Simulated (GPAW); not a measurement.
# C (Fd-3m): refractive index against wavelength

The refractive index of C (Fd-3m) below the direct gap (5.60 eV on the mesh) is read from one computed spectrum, n = √(Re ε).

Cell: a, b, c = 2.522, 2.522, 2.522 Å (primitive vectors), 2 atoms.

Method: GPAW 26.7.0, PBE, RPA, k-mesh 20×20×20, local fields up to 70 eV, Lorentzian half width 0.12 eV.

Launch of the response step: `OMP_NUM_THREADS=1 python df.py`. The run took 32 s, its band step included, on 1 thread of Arm Neoverse V1, with other jobs on the host.

```tsv
wavelength (nm)	photon energy E (eV)	n
700	1.771	2.4330
633	1.959	2.4398
532	2.331	2.4556
450	2.755	2.4781
405	3.061	2.4976
365	3.397	?
308	4.025	2.5830
```

In the single-oscillator model n² − 1 = E₀E_d/(E₀² − E²), so 1/(n² − 1) = E₀/E_d − E²/(E₀E_d) is linear in E².

Working, on the rows shown:

| x = E² (eV²) | y = 1/(n² − 1) |
| --- | --- |
| 3.13716 | 0.203273 |
| 3.83641 | 0.201913 |
| 5.43137 | 0.198808 |
| 7.59115 | 0.194515 |
| 9.37179 | 0.190912 |
| 16.2043 | 0.176308 |

Means: x̄ = 7.5954, ȳ = 0.19429. Σ(x − x̄)(y − ȳ) = -0.2393, Σ(x − x̄)² = 116. Slope = -0.2393 / 116 = -0.002064; intercept = ȳ − slope · x̄ = 0.20996. Turned back into n, the line misses the rows shown by at most 0.0016.

Problem. Predict the last column of the withheld row from the fit.

Solution. At x = 11.538 the line gives y = 0.18615, that is 2.5243. The run gave 2.5227, so the interpolation is off by 0.0016, 1.1 % of the range in the table.

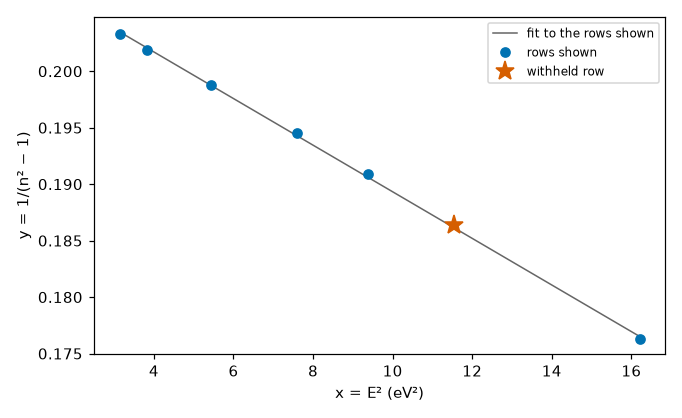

Refitted with all rows, the slope is -0.002056 and the intercept 0.20994. These give E₀ = √(intercept/−slope) = 10.10 eV and E_d = E₀/intercept = 48.1 eV; E₀ is 1.8 times the direct gap. The electronic limit at long wavelengths, without lattice vibrations, is n = √(1 + 1/intercept) = 2.401. Excitons are left out; PBE gaps are as a rule too small. The values come from a sum over the points of one k-mesh and carry its error, which grows as the direct gap shrinks. The local-field cutoff holds few shells of reciprocal vectors for this small cell, so ε∞ can read a few per cent high.

[Logs are printed without paths, hosts, clocks, repeated set-up lines and the standing remarks that a program may print on its own settings, such as how far it seeks lower states.]
